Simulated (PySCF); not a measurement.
# C3H7FOSSi: what the fields show

```xyz
14

C     2.6194   -0.7495   -0.2153
C     2.4326    0.5287    0.0490
O     1.2794    1.0868    0.4688
Si   -0.1728    0.5146    0.8514
F    -0.9600    1.8731    1.1685
S    -1.1336   -0.4703   -0.7729
C    -2.8681   -0.3221   -0.2303
H     1.8207   -1.4639   -0.1198
H     3.5747   -1.1085   -0.5466
H     3.2151    1.2705   -0.0485
H    -0.2039   -0.2629    2.0727
H    -3.0233   -0.9189    0.6623
H    -3.4819   -0.6980   -1.0413
H    -3.0990    0.7199   -0.0370
```

Geometry: GFN2-xTB, NEB image 0 of 0 to 8.

Level of theory: PySCF, PBE0/pcSseg-1, SCF density, gas phase, non-relativistic.

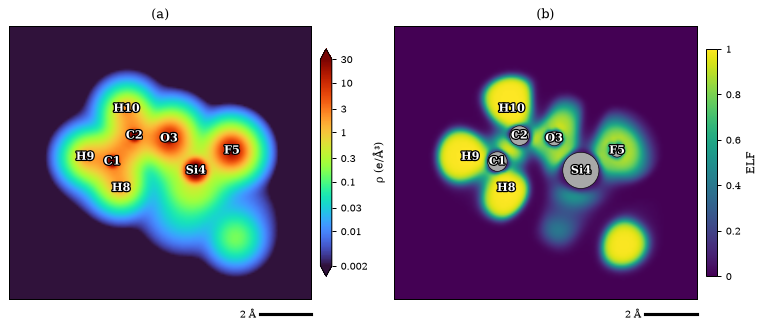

Figure 1. (a) total electron density; (b) electron localisation function on the plane of atoms C1, C2 and O3. Grey discs cover the atomic cores in the ELF map.

Q: What does the map show?

A:
- The section cuts through C, O, Si, F and H sites.
- C–C (1.32 Å): ρ at the midpoint is about 2.4 e/Å³; the ELF peaks at about 0.95 between the atoms: a short, multiple covalent bond.
- C–O (1.35 Å): ρ at the midpoint is about 2.3 e/Å³, with its minimum of 1.9 e/Å³ about 0.5 Å from C; the ELF peaks at about 0.90 between the atoms (a shared but strongly polarised pair).
- Si–F (1.60 Å): the density is about 1.1 e/Å³ at the midpoint; the ELF peaks at about 0.85 in the valence shell of F, 0.5 Å from its nucleus, and is about 0.50 at the midpoint.
- Si–O (1.61 Å): ρ at the midpoint is about 1.2 e/Å³; the ELF peaks at about 0.85 between the atoms: a polar covalent bond.
- C–H (1.07 Å): the density is about 2 e/Å³ at the midpoint; the ELF climbs to about 1 towards the hydrogen, as it does in any bond to H (a covalent bond by its length).
- The ELF also peaks beside F5 and O3, away from the bonds: lone-pair regions.

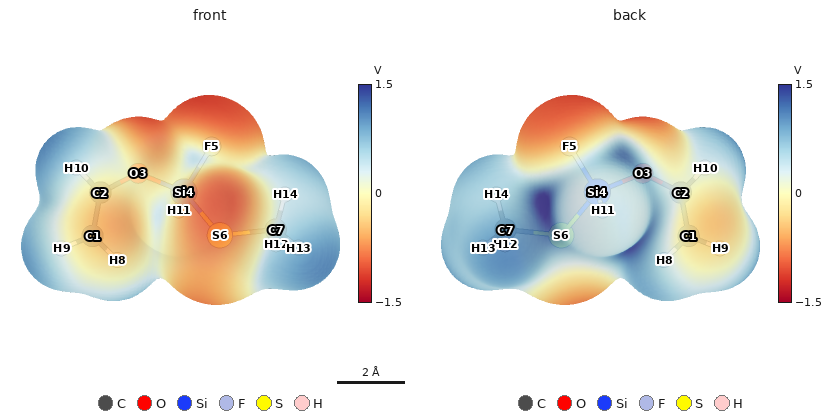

Figure 2. The electrostatic potential painted on the density surface at 0.002 e/bohr³, seen from the front and from behind; red is negative and blue positive.

Q: Describe the electrostatic potential map.

A: The most negative region (about −1.1 V) lies over F5, the most positive (about +1.4 V) over Si4.
